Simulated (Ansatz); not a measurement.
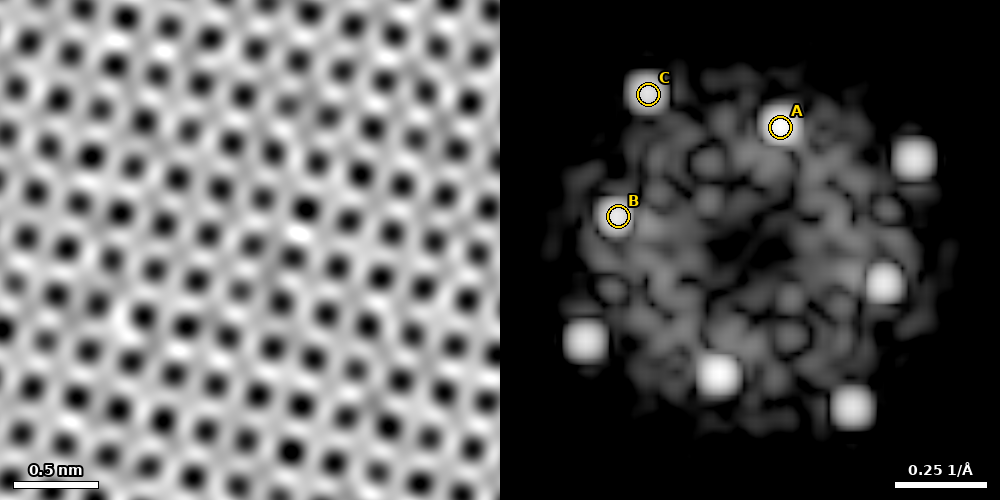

Phase-contrast TEM-like image of SnC$_{2}$ (Immm, No. 71) along [110]. Simulated in the weak-phase-object approximation with neutral-atom potentials: 300 kV, Cs = 0.60 mm, defocus −412 Å (negative is underfocus), defocus spread 20 Å, aperture 0.58 1/Å. The speckle of an amorphous layer was added. Structure: the end point of a relaxation with DFT PBEsol, scalar-relativistic, plane waves, PAW in Ansatz; the starting structure was generated, so it need not be a known form of this composition.

The right panel is the modulus of the image's Fourier transform on a logarithmic scale.

a = 3.385 Å, b = 4.294 Å, c = 5.725 Å, α = 90.00°, β = 90.00°, γ = 90.00°

**Index the marked spots and give their plane spacings (the zone axis points at the viewer; indices equivalent by symmetry, or all signs reversed, are as good).**

A: (002), d = 2.86 Å; B: (1 -1 0), d = 2.66 Å; C: (1 -1 2), d = 1.95 Å. A and B enclose 90°, and every spot obeys the zone law hu + kv + lw = 0 for [110].
